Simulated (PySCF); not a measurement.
## Electronic structure of C8H7B (SMILES C#CC1=CBC=CC=C1) in real space

| atom | x (Å) | y (Å) | z (Å) |
| --- | --- | --- | --- |
| C | 3.6851 | -0.0444 | -0.0354 |
| C | 2.4721 | -0.0647 | -0.0239 |
| C | 1.0349 | -0.0831 | -0.0107 |
| C | 0.3960 | -1.3116 | -0.0512 |
| B | -1.0960 | -1.6308 | -0.0502 |
| C | -2.2044 | -0.5813 | -0.0042 |
| C | -2.0810 | 0.7852 | 0.0472 |
| C | -0.8983 | 1.5753 | 0.0694 |
| C | 0.4241 | 1.2131 | 0.0446 |
| H | 4.7594 | -0.0361 | -0.0460 |
| H | 1.0907 | -2.1588 | -0.0896 |
| H | -1.4162 | -2.8001 | -0.0899 |
| H | -3.2425 | -0.9369 | -0.0108 |
| H | -3.0050 | 1.3762 | 0.0762 |
| H | -1.0730 | 2.6552 | 0.1129 |
| H | 1.1374 | 2.0419 | 0.0710 |

Geometry: PBE0-D3(BJ)/def2-SVP.

Level of theory: PySCF, B3LYP/def2-SVPD, SCF density, gas phase.

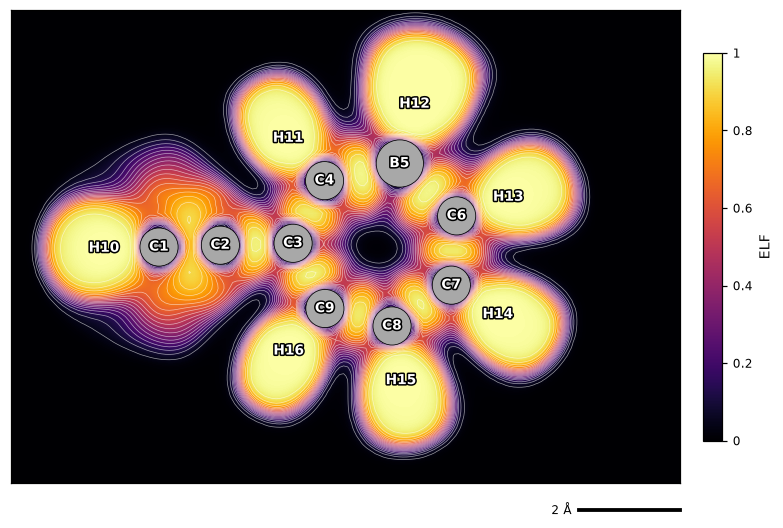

Figure 1. Electron localisation function on the molecular plane. Grey discs cover the atomic cores.

Q: Read the bonding off the picture.

A:
- The plane passes through C, B and H nuclei.
- C–C (1.21 Å): the ELF peaks at about 0.85 between the atoms (a short, multiple covalent bond).
- C–B (1.53 Å): the ELF peaks at about 1 between the atoms: localised, covalent bonding.
- C–H (1.07 Å): the ELF climbs to about 1 towards the hydrogen, as it does in any bond to H; an ordinary covalent bond to hydrogen.
- C–C (1.37 Å): the ELF peaks at about 0.95 between the atoms; a covalent bond.
- B–H (1.21 Å): the ELF climbs to about 1 towards the hydrogen: a covalent bond by its length.

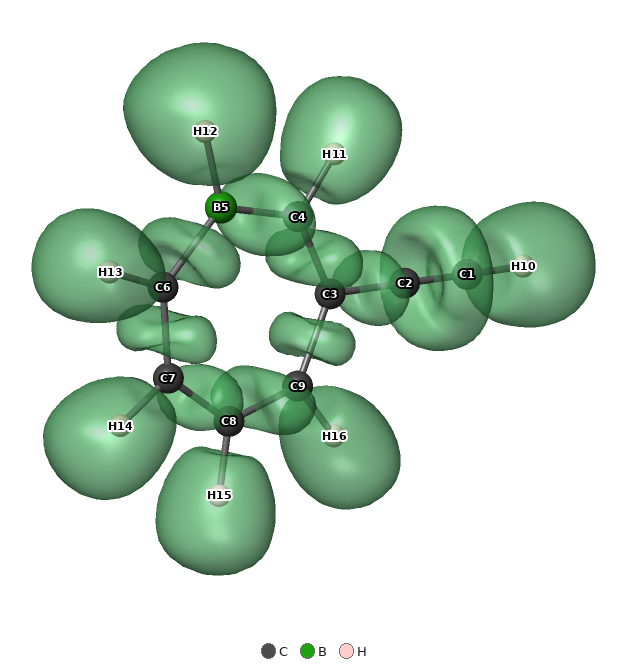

Figure 2. Isosurface of the electron localisation function at 0.75 (green), seen at an oblique angle. Core shells and regions of very low density are left out.

Q: Where are the electrons localised?

A: The surface consists of two regions between bonded B–C atoms (shared pairs), seven regions between bonded C–C atoms (shared pairs) and seven regions around hydrogen nuclei.

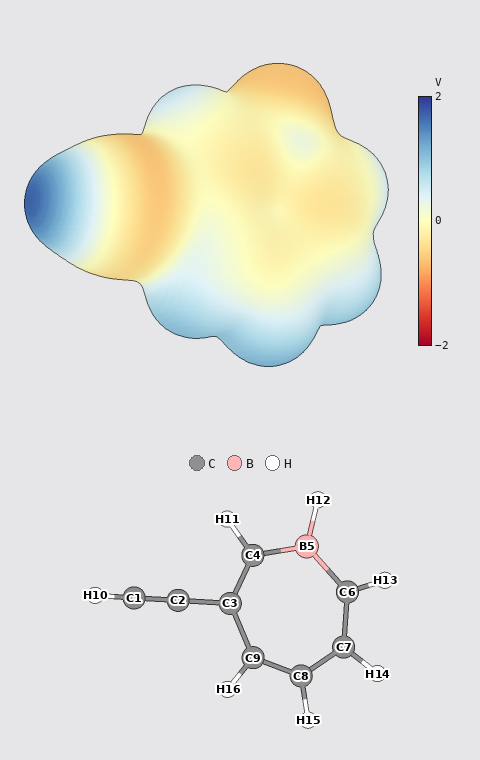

Figure 3. The molecular electrostatic potential painted on the density surface at 0.002 e/bohr³, seen at a tilt; red is negative and blue positive. The bare structure is drawn below in the same view.

Q: Which sites attract a positive test charge, and which a negative one?

A: A positive charge is drawn to the negative regions and a negative charge to the positive ones. The most negative region (about −0.6 V) lies over C1, C2 and H12, the most positive (about +1.6 V) over H10.

Q: What dipole moment does the calculation give?

A: Its dipole moment is 2.11 D.
